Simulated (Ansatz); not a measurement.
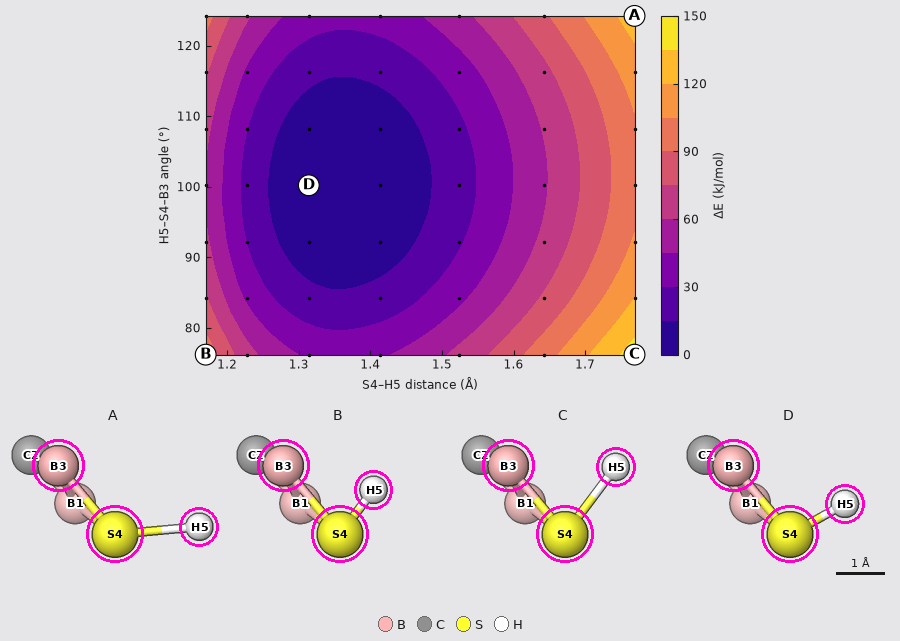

A scan of CHB2S (charge +1): the S4–H5 distance and the H5–S4–B3 angle are varied on a grid, with the rest of the molecule carried along rigidly. The map is interpolated between the computed points (dots). The lettered frames are marked on it. The picture is a ball-and-stick view, seen onto the plane of the angle. The ringed atoms are those of the scanned coordinates.

Single-point energies from Ansatz with PBE0-D4 in the def2-TZVPP basis, on geometries moved rigidly from the minimum at PBE0-D4/def2-TZVP. Energies are counted from the PBE0-D4/def2-TZVP minimum geometry at the same level.

What does the map show?

Answer. In pairs of (S4–H5 distance (Å); H5–S4–B3 angle (°)): the lowest computed point lies at (1.314, 100.2) (2.6 kJ/mol), the highest at (1.769, 76.2) (141.6 kJ/mol).  Over the ranges scanned the energy rises more along the first axis, the S4–H5 distance. The frames lie at A (1.769, 124.2): 127.5 kJ/mol, B (1.170, 76.2): 99.1 kJ/mol, C (1.769, 76.2): 141.6 kJ/mol, D (1.314, 100.2): 2.6 kJ/mol.
